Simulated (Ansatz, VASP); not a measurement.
**MoS2 in two plane-wave programs**

Aim: how closely do two programs agree when they are given the same cell, functional and k mesh?

Calculated with Ansatz 0.2.0; plane waves, with VASP 6.6.1 beside it; single point at PBEsol and relaxation of cell and atoms at r2SCAN with rVV10.

The database entry behind the starting cell differs from later determinations by our own check (about 0.3 % long), so it need not match the best structure at ambient conditions.

## Step 1: Starting point

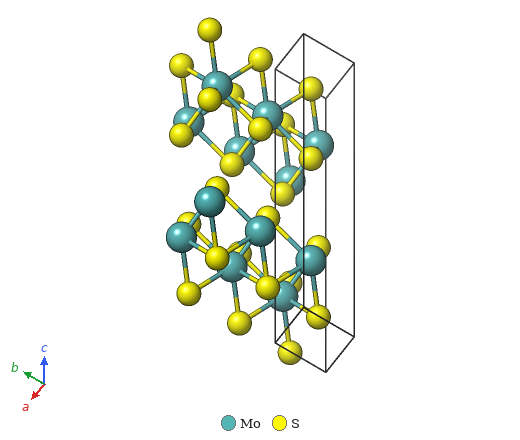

The starting structure, seen from a free direction (molybdenum teal, sulfur yellow). 2×3×1 cells are drawn.

## Step 2: Ansatz: single point, PBEsol

Ansatz runs on its default PAW (the set named soft_2) files.

With cell and atoms fixed, the geometry can't cause a difference; cores, projectors, grids and the points listed under the comparison can.

input.yaml

```yaml
crystal:
  lattice:
    - [3.169, 0.0, 0.0]
    - [-1.5845, 2.7444345046, 0.0]
    - [0.0, 0.0, 12.324]
  atoms:
    - { symbol: Mo, position: [0.6666666667, 0.3333333333, 0.75] }
    - { symbol: Mo, position: [0.3333333333, 0.6666666667, 0.25] }
    - { symbol: S, position: [0.6666666667, 0.3333333333, 0.377] }
    - { symbol: S, position: [0.3333333333, 0.6666666667, 0.877] }
    - { symbol: S, position: [0.6666666667, 0.3333333333, 0.123] }
    - { symbol: S, position: [0.3333333333, 0.6666666667, 0.623] }
hamiltonian:
  xc: pbesol
  pseudopotentials: { kind: paw }
kpoints:
  mp_grid: { grid: [8, 8, 2] }
scf:
  occupations: { method: gaussian, width: 0.05 }
  n_extra_bands: 5
output:
  forces: true
  stress: true
  eigenvalues: true
```

Started as:

```sh
$ ansatz run input.yaml --threads 4 --pin off --max-ram 9216MiB --backend cpu --events-out ev --progress --plain --runs-dir out
```

Numbers of over 12 decimals in the logs are rounded to 6 here.

The program printed:

```text
scf.n_extra_bands = 5 over 26 filled bands (N_el = 52.0): the run solves 31 bands
Engine: ansatz 0.2.0, aarch64-unknown-linux-gnu
Pseudopotentials: kind: paw
Pseudopotential: Mo, paw, valence charge 14, recommended cutoff 420 eV (normal), Mo.paw.azcp
Pseudopotential: S, paw, valence charge 6, recommended cutoff 420 eV (normal), S.paw.azcp
Functional definition: PBEsol
  exchange = pbesol_x
  correlation = pbesol_c
Crystal: 6 atoms, lattice volume = 107.183 Å³
Basis set: ecut = 420 eV, 2081 PW (Γ), exchange–correlation on 48×48×180 points (8 copies of the dense FFT grid, shifted against one another)
Bands: 31, of which v1, the nominal top of the filled ones, is band 26 counted from 1 (25 counted from 0)
Symmetry: 24 space group operations
Space group: P63/mmc (ITA 194), of the structure as read, at distance tolerance 4.8e-5 Å
k-points: 20 of 128
Non-local potential: Mo, projectors of the file, l = 0: 3, l = 1: 2, l = 2: 2, l = 3: 1
Non-local potential: S, projectors of the file, l = 0: 2, l = 1: 2, l = 2: 2
PAW form: soft (Blöchl's): semilocal exchange-correlation on the pseudo side does not see the compensation charge
PAW frozen core: Mo, regenerated for the run's functional, and the local potential with it (the file was generated under x = pbe(κ = 0.804, μ = 0.219515), c = pbe(β = 0.066725))
PAW frozen core: S, regenerated for the run's functional, and the local potential with it (the file was generated under x = pbe(κ = 0.804, μ = 0.219515), c = pbe(β = 0.066725))
PAW one-centre angular grid: Mo, 590 points (default); XC on 64 Gauss nodes
PAW one-centre angular grid: S, 110 points (default); XC on 64 Gauss nodes
Initial density: superposition of atomic densities (neutral atoms: chi_scale 0, normalization atom), corrected by the library's trained network
Initial wavefunctions: pseudopotential atomic-orbital guess
Functional: x = pbesol(κ = 0.804, μ = 0.123457), c = pbesol(β = 0.046)
SCF iter   1: F=—  HF=-13340.309472 eV  |F-HF|=—  |Δ(HF+E_count)|=         —  Δρ=6.62e-3  dr2=3.23e-2  ethr=1.77e-3  ⟨swp⟩=6.5  Hψ=2648  notcnv=0
preconditioner: auto → Resta (q_TF=auto, 2.418 Å⁻¹)  ε∞=9.0  [insulator: Δε(μ)=0.931 eV  Ē_g=7.589 eV  σ=0.050 eV  W_gap=1.00  n_scr=26 (ndim 8)  ℏωp=21.5 eV  f_vac=0.016  D(μ)=0.00/eV (n_scr^D=0)  ε∞_Penn≈9.0]
SCF iter   2: F=—  HF=-13340.311636 eV  |F-HF|=—  |Δ(HF+E_count)|=   2.16e-3  Δρ=3.58e-3  dr2=6.72e-3  ethr=6.20e-5  ⟨swp⟩=2.4  Hψ=1157  notcnv=0  defer=1
SCF iter   3: F=—  HF=-13340.313130 eV  |F-HF|=—  |Δ(HF+E_count)|=   1.49e-3  Δρ=1.64e-3  dr2=1.69e-3  ethr=1.29e-5  ⟨swp⟩=2.3  Hψ=882  notcnv=0  defer=1
SCF iter   4: F=—  HF=-13340.313536 eV  |F-HF|=—  |Δ(HF+E_count)|=   4.06e-4  Δρ=1.85e-4  dr2=9.03e-5  ethr=3.25e-6  ⟨swp⟩=2.0  Hψ=926  notcnv=0  defer=1
SCF iter   5: F=—  HF=-13340.313588 eV  |F-HF|=—  |Δ(HF+E_count)|=   5.19e-5  Δρ=4.80e-5  dr2=4.77e-6  ethr=1.74e-7  ⟨swp⟩=2.0  Hψ=836  notcnv=0  defer=1
SCF iter   6: F=—  HF=-13340.313591 eV  |F-HF|=—  |Δ(HF+E_count)|=   2.86e-6  Δρ=1.17e-5  dr2=3.55e-7  ethr=9.17e-9  ⟨swp⟩=2.0  Hψ=868  notcnv=0  defer=1
SCF iter   7: F=-13340.313591 eV  HF=-13340.313591 eV  |F-HF|=1.23e-8  |Δ(HF+E_count)|=   2.62e-7  Δρ=3.21e-6  dr2=1.23e-8  ethr=1.92e-10  ⟨swp⟩=8.4  Hψ=2569  notcnv=0
SCF 1 converged in 7 iterations: F = -13340.313591 eV  dr2 = 1.23e-8
  greatest PAW one-centre occupation: 0.999 electrons in one spin orbital (limit 2), on the Mo atom at site 1 (counted from 0), in its partial waves of l = 0
SCF converged after 7 iterations
Free energy (F): -13340.313591 eV
Harris-Foulkes:  -13340.313591 eV  (|F-HF|=1.23e-8)
Internal energy: -13340.313591 eV  (E = F + TS)
E sigma→0 (E₀):  -13340.313591 eV
Fermi energy:    11.280446 eV
--- Per-component energies (eV) ---
  E_band       = -316.094468
  E_kinetic    = 1309.845058
  E_local      = -3925.038627  (includes V_loc(G=0)·N_el)
  E_nonlocal   = 402.654315
  E_hartree    = 1506.787200
  E_xc         = -750.419077
  E_vxc        = -807.938959  (∫ρ·V_xc dr)
  E_paw        = -8623.592484  (= ΣΔE_a)
  E_vpaw       = -309.191944  (= ΣTr[D̂ρ^β])
  E_aug_tail   = 0.000074  (compensation charges beyond the density's cutoff)
  E_ewald      = -3261.216446
  E_core_change = 0.666396  (= ΣΔE_core)
  E_smearing   = -0.000000  (= −TS)
  E_closure    = -0.000000  (closes the sum)
  Σ components = -13340.313591   (vs F -13340.313591, Δ=0.00e0)
--- Forces (eV/Å), atoms counted from 1 ---
  atom   1  Mo     0.00000000     0.00000000     0.00000000
  atom   2  Mo    -0.00000000    -0.00000000     0.00000000
  atom   3  S      0.00000000    -0.00000000    -0.31259294
  atom   4  S     -0.00000000     0.00000000    -0.31259294
  atom   5  S     -0.00000000    -0.00000000     0.31259294
  atom   6  S     -0.00000000     0.00000000     0.31259294
  max |Σ_I F_I| component: 1.73e-17 eV/Å
--- Stress (GPa, compression-positive) ---
       -3.268929       0.000000      -0.000000
        0.000000      -3.268929       0.000000
       -0.000000       0.000000      -2.349747
  P = ⅓ Tr σ = -2.9625 GPa (-29.625 kbar)
--- Band table (eV; the first three rows and the last of 20) ---
  k-point 0: bands = [... 22 lower, 8.6790, 9.6287, 9.6423, 10.8152, 12.9068, 12.9068, 12.9344, 12.9344, ... 1 higher]
  k-point 1: bands = [... 22 lower, 8.6557, 8.6557, 10.5463, 10.5463, 12.9123, 12.9123, 12.9123, 12.9123, ... 1 higher]
  k-point 2: bands = [... 22 lower, 8.7847, 9.6378, 9.7872, 10.3571, 12.5834, 12.6800, 12.8199, 12.8289, ... 1 higher]
  k-point 19: bands = [... 22 lower, 8.0737, 8.0737, 9.9746, 9.9746, 12.0277, 12.0277, 13.1451, 13.1451, ... 1 higher]
```

Wall time 1.3 s (4 threads of Arm Neoverse V1, shared host); peak memory 0.43 GiB.

Reading the cycles: dr2 is the Hartree energy of the density residual (eV), the measure of convergence; HF is the Harris–Foulkes estimate of the energy, which meets the free energy F at convergence.

The run ends at a pressure of -2.96 GPa, with forces up to 0.31 eV/Å.

## Step 3: VASP: single point, PBEsol

The same cell, functional, mesh and smearing now go to VASP, with its own data sets and cutoff.

Lines of VASP's logs that name or quote its potential files are left out, and so is its time.

INCAR

```
SYSTEM = MoS2
PREC = Accurate
ENCUT = 400
EDIFF = 1E-05
NELM = 100
ISMEAR = 0
SIGMA = 0.05
LREAL = .FALSE.
ALGO = Normal
GGA = PS
NBANDS = 32
LORBIT = 11
LWAVE = .FALSE.
LCHARG = .FALSE.
KPAR = 4
```

POSCAR

```
MoS2
1.0
    3.1690000000      0.0000000000      0.0000000000
   -1.5845000000      2.7444345046      0.0000000000
    0.0000000000      0.0000000000     12.3240000000
Mo S
2 4
Direct
    0.6666666667      0.3333333333      0.7500000000
    0.3333333333      0.6666666667      0.2500000000
    0.6666666667      0.3333333333      0.3770000000
    0.3333333333      0.6666666667      0.8770000000
    0.6666666667      0.3333333333      0.1230000000
    0.3333333333      0.6666666667      0.6230000000
```

KPOINTS

```
Automatic mesh
0
Gamma
8 8 2
0 0 0
```

The projector-augmented-wave data sets are Mo_sv and S (PBE family, release 64).

Started as:

```sh
$ mpirun -np 4 vasp_std
```

The program printed:

```text
[banner, memory and clock lines left out]
running    4 mpi-ranks, on    1 nodes
 distrk:  each k-point on    1 cores,    4 groups
 distr:  one band on    1 cores,    1 groups

 POSCAR found type information on POSCAR MoS
 POSCAR found :  2 types and       6 ions
|                                                                             |
|               ----> ADVICE to this user running VASP <----                  |
|                                                                             |
|     You enforced a specific xc type in the INCAR file but a different       |
|     [... a line on the potential file left out ...]
|     I HOPE YOU KNOW WHAT YOU ARE DOING!                                     |
|                                                                             |

 LDA part: xc-table for (Slater+PW92), standard interpolation
 POSCAR, INCAR and KPOINTS ok, starting setup
 FFT: planning ... GRIDC
 FFT: planning ... GRID_SOFT
 FFT: planning ... GRID
 WAVECAR not read
 entering main loop
       N       E                     dE             d eps       ncg     rms          rms(c)
DAV:   1     0.374468699068E+03    0.37447E+03   -0.26181E+04  1456   0.126E+03
DAV:   2    -0.306387555637E+02   -0.40511E+03   -0.39418E+03  1616   0.351E+02
DAV:   3    -0.495159137679E+02   -0.18877E+02   -0.18727E+02  1664   0.689E+01
DAV:   4    -0.498449868478E+02   -0.32907E+00   -0.32869E+00  1528   0.944E+00
DAV:   5    -0.498546860896E+02   -0.96992E-02   -0.96950E-02  1720   0.140E+00    0.350E+01
DAV:   6    -0.476580039692E+02    0.21967E+01   -0.19676E+01  1416   0.243E+01    0.126E+01
DAV:   7    -0.472369645252E+02    0.42104E+00   -0.88596E+00  1440   0.154E+01    0.811E+00
DAV:   8    -0.468646283579E+02    0.37234E+00   -0.14435E+00  1560   0.674E+00    0.288E+00
DAV:   9    -0.468733582986E+02   -0.87299E-02   -0.15404E-01  1696   0.187E+00    0.124E+00
DAV:  10    -0.468647398706E+02    0.86184E-02   -0.52825E-02  1544   0.133E+00    0.269E-01
DAV:  11    -0.468647520123E+02   -0.12142E-04   -0.21969E-03  1640   0.262E-01    0.136E-01
DAV:  12    -0.468646975100E+02    0.54502E-04   -0.24284E-04  1608   0.812E-02    0.603E-02
DAV:  13    -0.468646980904E+02   -0.58038E-06   -0.13118E-04  1552   0.582E-02    0.125E-02
DAV:  14    -0.468646980616E+02    0.28816E-07   -0.15451E-05  1096   0.233E-02
   1 F= -.46864698E+02 E0= -.46864698E+02  d E =-.568076E-22
```

Parts of OUTCAR (step 3):

```text
ion  position               nearest neighbor table
   1  0.667  0.333  0.750-   4 2.41   6 2.41   4 2.41   6 2.41   4 2.41   6 2.41
   2  0.333  0.667  0.250-   3 2.41   5 2.41   3 2.41   5 2.41   3 2.41   5 2.41
   3  0.667  0.333  0.377-   2 2.41   2 2.41   2 2.41
   4  0.333  0.667  0.877-   1 2.41   1 2.41   1 2.41
   5  0.667  0.333  0.123-   2 2.41   2 2.41   2 2.41
   6  0.333  0.667  0.623-   1 2.41   1 2.41   1 2.41

  LATTYP: Found a hexagonal cell.
 ALAT       =     3.1690000000
 C/A-ratio  =     3.8889239508

 Subroutine GETGRP returns: Found 24 space group operations
 (whereof 12 operations were pure point group operations)

The static configuration has the point symmetry D_3d.
 The point group associated with its full space group is D_6h.

 Found     20 irreducible k-points:

   k-points           NKPTS =     20   k-points in BZ     NKDIM =     20   number of bands    NBANDS=     32

   dimension x,y,z NGX =    24 NGY =   24 NGZ =   80
   dimension x,y,z NGXF=    48 NGYF=   48 NGZF=  160

   ENCUT  =  400.0 eV  29.40 Ry    5.42 a.u.   5.17  5.17 20.10*2*pi/ulx,y,z

   NELECT =      52.0000    total number of electrons

 k-points in reciprocal lattice and weights: Automatic mesh
   0.00000000  0.00000000  0.00000000       0.008
   0.12500000  0.00000000  0.00000000       0.047
   0.25000000  0.00000000  0.00000000       0.047
   0.37500000 -0.00000000  0.00000000       0.047
   0.50000000  0.00000000  0.00000000       0.023
   0.12500000  0.12500000  0.00000000       0.047
   0.25000000  0.12500000  0.00000000       0.094
   0.37500000  0.12500000  0.00000000       0.094
   0.25000000  0.25000000  0.00000000       0.047
[...]
0.25000000  0.25000000  0.50000000       0.047
   0.37500000  0.25000000  0.50000000       0.047

 average (electrostatic) potential at core
       1 -74.5652       2 -74.5652       3 -84.5273       4 -84.5273       5 -84.5273
       6 -84.5273

 E-fermi :   7.7407

 k-point     1 :       0.0000    0.0000    0.0000
  band No.  band energies     occupation
    ...
     22       5.2853      2.00000
     23       5.2853      2.00000
     24       6.2334      2.00000
     25       6.2399      2.00000
     26       7.4136      2.00000
     27       9.5141      0.00000
     28       9.5141      0.00000
     29       9.5423      0.00000
     30       9.5423      0.00000
     31       9.6927      0.00000
    ...

 k-point     2 :       0.1250    0.0000    0.0000
  band No.  band energies     occupation
    ...
     22       4.9421      2.00000
     23       5.3885      2.00000
     24       6.2421      2.00000
     25       6.3824      2.00000
     26       6.9556      2.00000
     27       9.1899      0.00000
     28       9.2905      0.00000
     29       9.4258      0.00000
     30       9.4426      0.00000
     31       9.5269      0.00000
    ...

 k-point     3 :       0.2500    0.0000    0.0000
  band No.  band energies     occupation
    ...
     22       5.0159      2.00000
     23       5.0988      2.00000
     24       5.8133      2.00000
     25       5.9023      2.00000
     26       6.0315      2.00000
     27       8.5969      0.00000
     28       9.0098      0.00000
     29       9.2255      0.00000
     30       9.4589      0.00000
     31       9.4621      0.00000
    ...

  Total       -2.3680272     -2.3680272     -1.7701234      0.0000000      0.0000000      0.0000000
  in kB      -35.3973267    -35.3973268    -26.4598464      0.0000000      0.0000000      0.0000000
  external PRESSURE =     -32.4181666 kB  Pullay stress =       0.0000000 kB

  energy-cutoff  :      400.00
  volume of cell :      107.18
      direct lattice vectors                 reciprocal lattice vectors
     3.169000000  0.000000000  0.000000000     0.315556958  0.182186895  0.000000000
    -1.584500000  2.744434505  0.000000000     0.000000000  0.364373789  0.000000000
     0.000000000  0.000000000 12.324000000     0.000000000  0.000000000  0.081142486

 POSITION                                       TOTAL-FORCE (eV/Angst)
 -----------------------------------------------------------------------------------
      1.58450      0.91481      9.24300         0.000000      0.000000      0.000000
     -0.00000      1.82962      3.08100        -0.000000      0.000000      0.000000
      1.58450      0.91481      4.64615        -0.000000      0.000000     -0.309798
     -0.00000      1.82962     10.80815        -0.000000     -0.000000     -0.309798
      1.58450      0.91481      1.51585         0.000000      0.000000      0.309798
     -0.00000      1.82962      7.67785        -0.000000      0.000000      0.309798
 -----------------------------------------------------------------------------------
    total drift:                               -0.000000      0.000000     -0.000000

  FREE ENERGIE OF THE ION-ELECTRON SYSTEM (eV)
  ---------------------------------------------------
  free  energy   TOTEN  =       -46.8646980616 eV

  energy  without entropy=      -46.8646980616  energy(sigma->0) =      -46.86469806

 total charge
# of ion       s       p       d       tot
------------------------------------------
    1        2.293   6.221   3.955  12.470
    2        2.293   6.221   3.955  12.470
    3        1.358   2.314   0.000   3.672
    4        1.358   2.314   0.000   3.672
    5        1.358   2.314   0.000   3.672
    6        1.358   2.314   0.000   3.672
--------------------------------------------------
tot         10.021  21.697   7.911  39.629

[... 3 further parts left out ...]
```

The run ends at a pressure of -3.24 GPa, with forces up to 0.31 eV/Å.

## Step 4: Side by side

Known differences besides the PAW data sets themselves: the cutoff is 420 eV in Ansatz and 400 eV in VASP; Ansatz makes its cores anew for this functional, VASP keeps those of its PBE data sets; VASP leaves aspherical gradient terms in its spheres out (LASPH is not set), Ansatz keeps them. Total energies have different zeros and are not compared.

The two programs side by side:

| quantity | Ansatz | VASP | difference |
| --- | --- | --- | --- |
| pressure (GPa) | -2.96 | -3.24 | +0.28 |
| gap on the k mesh (eV) | 0.937 | 0.948 | -0.011 |

Forces (eV/Å; atoms numbered as in POSCAR):

| atom | Ansatz x, y, z | VASP x, y, z |
| --- | --- | --- |
| Mo1 | 0.000, 0.000, 0.000 | 0.000, 0.000, 0.000 |
| Mo2 | 0.000, 0.000, 0.000 | 0.000, 0.000, 0.000 |
| S3 | 0.000, 0.000, -0.313 | 0.000, 0.000, -0.310 |
| S4 | 0.000, 0.000, -0.313 | 0.000, 0.000, -0.310 |
| S5 | 0.000, 0.000, 0.313 | 0.000, 0.000, 0.310 |
| S6 | 0.000, 0.000, 0.313 | 0.000, 0.000, 0.310 |

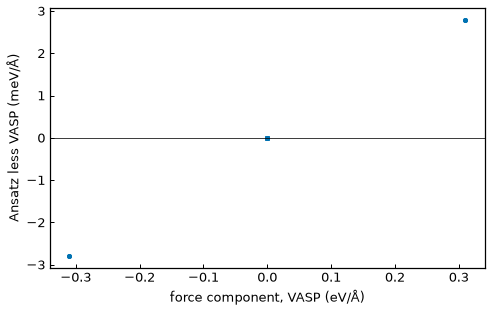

Difference of the force components against their size.

The forces differ by 1.3 meV/Å r.m.s., which is 0.9 % of the r.m.s. force of 0.15 eV/Å (both taken over all components).

## Step 5: What moves the difference

An all-electron run, which needs no data sets, serves as referee.

| run | r.m.s. force difference (meV/Å) |
| --- | --- |
| as above | 1.3 |
| Ansatz's all-electron LAPW method | 1.2 |

[end of part 1 of 2]

[Lines on the potential files, build, host, timing and source positions are cut from VASP's logs without a mark.]

[Logs are printed without paths, hosts, clocks, repeated set-up lines and the standing remarks that a program may print on its own settings, such as how far it seeks lower states.]

[Hosts, paths, dates, database ids (printed as entryN), source tags and the programs' standing remarks are cut or masked in the printed files.]
